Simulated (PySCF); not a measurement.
System: C₄H₇Ga (SMILES [GaH2][CH]=C1CC1).

Input file:

```
{"job": {"kind": "uv", "xc": "CAM-B3LYP", "basis": "def2-SVPD", "nstates": 8, "ntriplets": 3}, "charge": 0, "multiplicity": 1}
Ga     2.429071     0.275596    -0.239640
C      0.668557     0.964340     0.413565
C     -0.422566     0.254383     0.200916
C     -1.007605    -0.964953    -0.369090
C     -1.870568     0.067984     0.334871
H      2.536271    -1.089426    -1.027152
H      3.803443     1.028763    -0.015287
H      0.581226     1.913882     0.947008
H     -0.828565    -1.908623     0.128286
H     -1.086446    -1.050052    -1.444393
H     -2.272597    -0.174420     1.308745
H     -2.529024     0.681841    -0.263858
```

Command:

```sh
OMP_NUM_THREADS=1 python probes_run.py task.json out
```

Geometry: GFN2-xTB.

Method: CAM-B3LYP/def2-SVPD, SCF density, gas phase (PySCF 2.14.0).

### Predict the electron density and electron localisation function between the atoms.

C–C (1.32 Å): the density is about 2.3 e/Å³ at the midpoint; the ELF peaks at about 0.90 between the atoms (a short, multiple covalent bond).
C–Ga (2.00 Å): ρ at the midpoint is about 0.76 e/Å³; the ELF peaks at about 0.95 in the valence shell of C, 0.7 Å from its nucleus, and is about 0.60 at the midpoint.
C–H (1.09 Å): the density is about 1.9 e/Å³ at the midpoint; the ELF climbs to about 1 towards the hydrogen, as it does in any bond to H: an ordinary covalent bond to hydrogen.
C–C (1.47 Å): ρ at the midpoint is about 1.7 e/Å³; the ELF peaks at about 0.90 between the atoms, as expected for localised, covalent bonding.

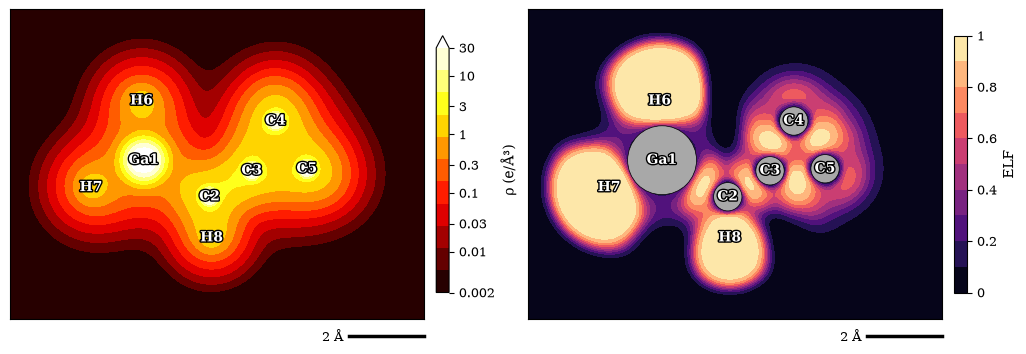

Computed electron density and electron localisation function on the plane of atoms C2, C3 and C5, in this order. Grey discs cover the atomic cores in the ELF map. 
